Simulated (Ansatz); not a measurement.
Cl$_{3}$HSi

```xyz
5

Si    0.2862    0.0000    0.0739
Cl    0.6284    0.0000    2.1028
H     1.5762    0.0000   -0.6411
Cl   -0.7850    1.6797   -0.4419
Cl   -0.7850   -1.6797   -0.4419
```

All numbers below come from RKS B3LYP/def2-SVP in Ansatz.

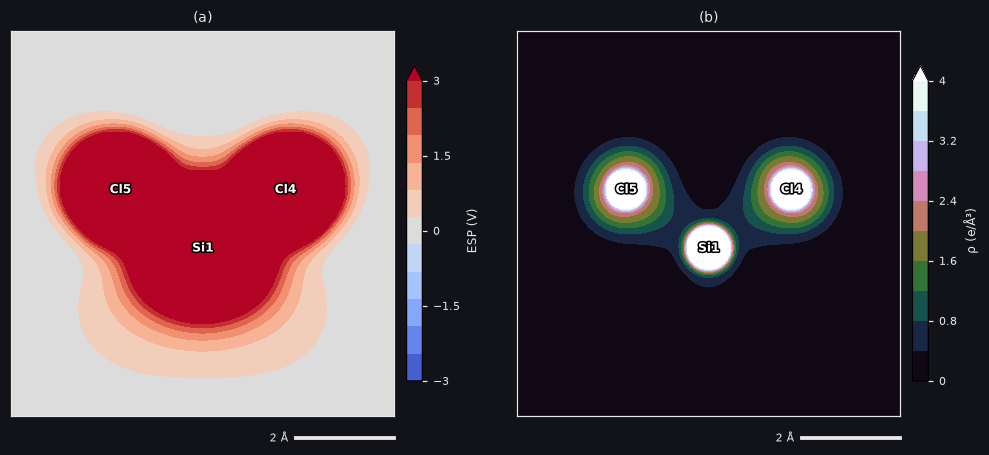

Figure 1. (a) molecular electrostatic potential; (b) electron density on the plane of atoms Cl4, Si1 and Cl5.

Question: Interpret the plot.

Answer: The section cuts through Si and Cl sites. Si–Cl (2.06 Å): ρ at the midpoint is about 0.87 e/Å³. The potential has no marked negative region in this plane.

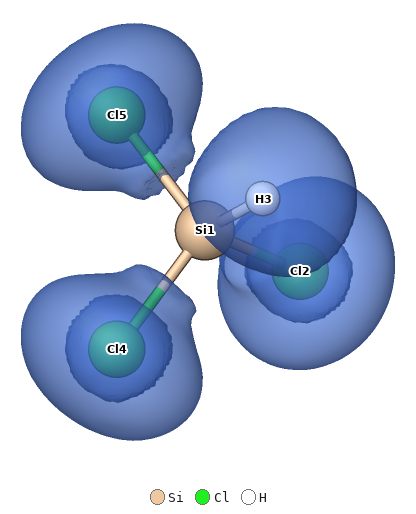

Figure 2. Isosurface of the electron localisation function at 0.75 (blue), seen at a tilt. Only the valence region is drawn (cores and ρ < 0.01 e/Å³ removed).

Question: What do the ELF domains correspond to?

Answer: The surface consists of one region around a hydrogen nucleus and three regions on Cl in which the atom's valence shell and bonds are merged.


Si–Cl (2.06 Å): the ELF peaks at about 0.90 between the atoms; a polar covalent bond. Si–H (1.47 Å): the ELF climbs to about 1 towards the hydrogen, as it does in any bond to H.

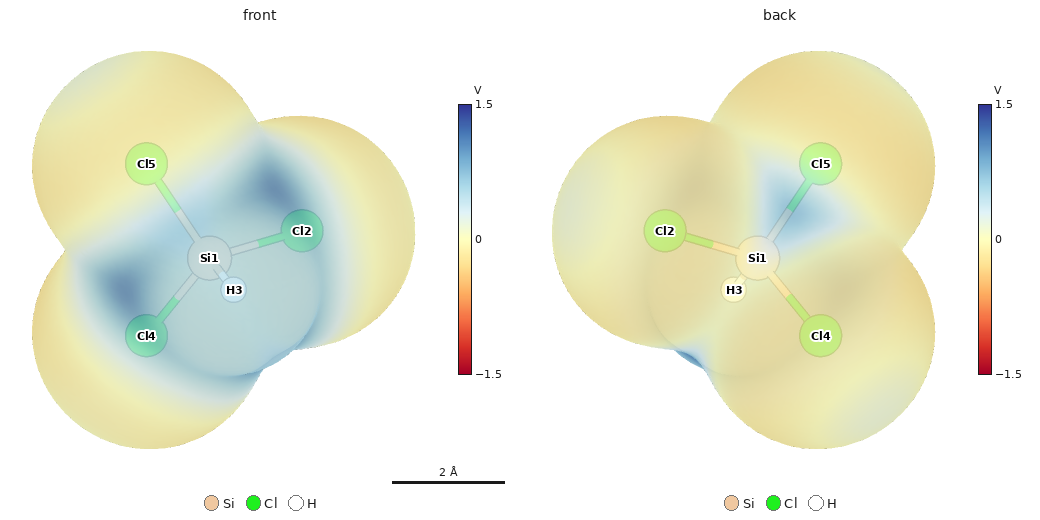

Figure 3. The molecular electrostatic potential painted on the density surface at 0.001 e/bohr³, seen from the front and from behind; red is negative and blue positive.

Question: Which sites attract a positive test charge, and which a negative one?

Answer: A positive charge is drawn to the negative regions and a negative charge to the positive ones. The most negative region (about −0.2 V) lies over Cl2, Cl4 and Cl5, the most positive (about +1.1 V) over Si1.

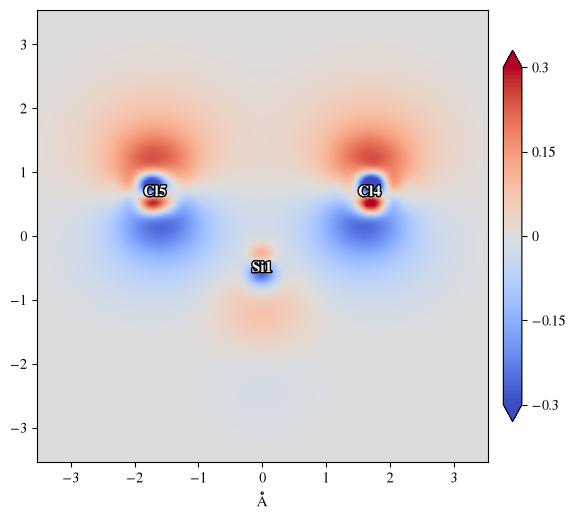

Figure 4. The HOMO−1 on the plane of atoms Cl4, Si1 and Cl5 (values in Å⁻³ᐟ²; the overall sign is arbitrary).

Question: Where does this orbital lie, and at what energy?

Answer: It lies mainly on Cl2 (about 25 %), Cl4 (about 25 %), Cl5 (about 25 %), H3 (about 15 %) and Si1 (about 15 %); largely a combination of lone pairs on Cl2, Cl4 and Cl5. Its energy is −9.17 eV.
